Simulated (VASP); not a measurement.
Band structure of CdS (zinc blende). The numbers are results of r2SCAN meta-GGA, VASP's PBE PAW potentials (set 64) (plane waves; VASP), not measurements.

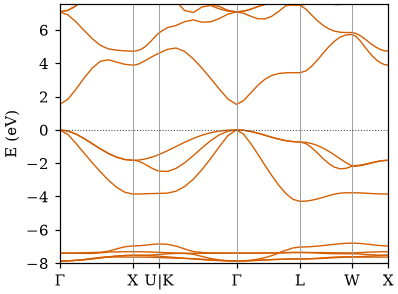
Bands along high-symmetry lines, zero at the valence-band maximum or, without a gap, the Fermi level

Problem. Read the plot: is there a gap, and where are the band edges?

Solution. The gap is direct, 1.53 eV, from the valence maximum at Γ to the conduction minimum at Γ.

Measured: gap 2.48 eV at 4 K (computed value off by -0.95 eV), as given by arXiv:1206.3780.

The compound is CdS in the zinc blende structure, a metastable form; wurtzite is the usual one. It was relaxed first.
